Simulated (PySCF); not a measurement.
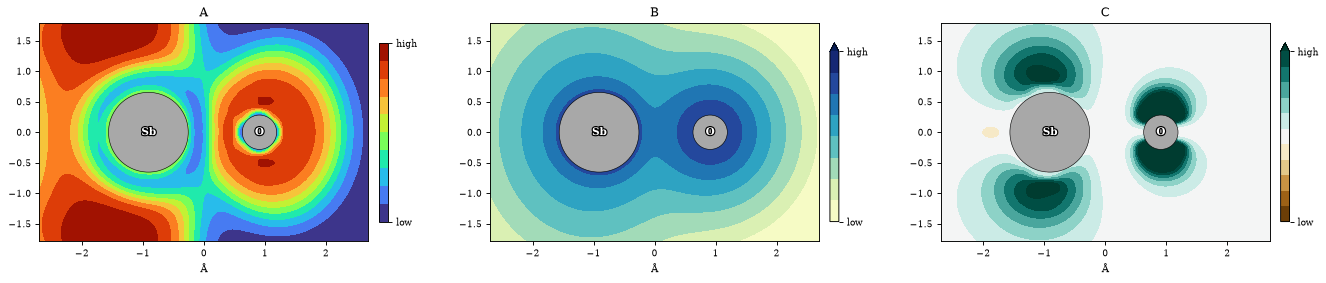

SbO (doublet): 3 fields on a plane that holds the molecular axis, with unlabelled colour scales. Grey discs cover the atomic cores.

Core potentials replace the inner electrons of Sb.

Level of theory: PySCF, PBE0/cc-pVTZ(-PP), non-relativistic Hamiltonian with scalar-relativistic core potentials where named, at a bond length of 1.821 Å.

**Which field does each panel show? The fields are: electron density, electron localisation function and spin density.**

Panel A: electron localisation function. Panel B: electron density. Panel C: spin density (confined to the atoms that carry the unpaired spin). From the grid: Sb–O (1.82 Å): ρ is about 1.2 e/Å³ halfway; the ELF peaks at about 0.80 in the valence shell of O, 0.6 Å from its nucleus, and drops to about 0.15 between the two atoms.
